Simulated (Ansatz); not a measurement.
Band structure of TlCl (Fm-3m, 2 atoms in the cell).

```xyz
2
Lattice="0.0000 3.2195 3.2195 3.2195 0.0000 3.2195 3.2195 3.2195 0.0000" Properties=species:S:1:pos:R:3 pbc="T T T"
Tl     0.0000     0.0000     0.0000
Cl     3.2195     3.2195     3.2195
```

Method of the run: LDA (PW92), default PAW files made with PBE (plane waves; Ansatz, a first-principles code).

Settings: basis.ecutwfc = 30.9 Ry; kpoints.mp_grid.grid = 5 5 5; hamiltonian.xc = lda; hamiltonian.pseudopotentials = {kind: paw} (the program's default PAW files); scf.occupations.method = fermi_dirac; scf.occupations.width = 0.0007 Ry; kpoints.band_path.npoints = 8.

The starting cell comes from a database of computed structures (which also holds hypothetical and non-ambient phases and stackings), without a prior relaxation at this level. Spin-orbit coupling is off.

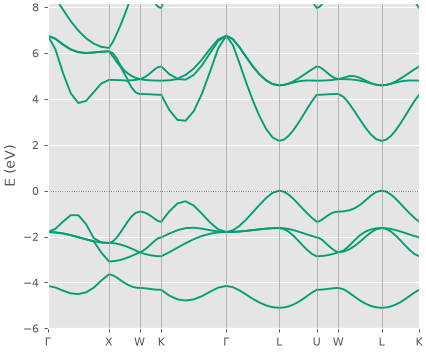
Figure: Bands along the path, energies from the top of the valence band on the path.

Task: Read off roughly the gap and where its edges lie.

Result: The gap along the path is about 2.2 eV (computed: 2.17 eV), direct at L to within 0.01 eV.

Levels in eV from the top of the valence band on the path, bands 7 to 13:
| point | 7 | 8 | 9 | 10 | 11 | 12 | 13 |
|---|---|---|---|---|---|---|---|
| Γ | -4.15 | -1.80 | -1.80 | -1.80 | 6.76 | 6.76 | 6.76 |
| X | -3.65 | -3.09 | -2.28 | -2.28 | 4.83 | 6.07 | 6.07 |
| W | -4.24 | -2.69 | -2.69 | -0.92 | 4.21 | 4.86 | 4.86 |
| K | -4.32 | -2.86 | -2.04 | -1.36 | 4.18 | 4.80 | 5.41 |
| L | -5.11 | -1.63 | -1.63 | 0.00 | 2.17 | 4.59 | 4.59 |
| U | -4.32 | -2.86 | -2.04 | -1.36 | 4.18 | 4.80 | 5.41 |

Keys are those of Ansatz 0.2.
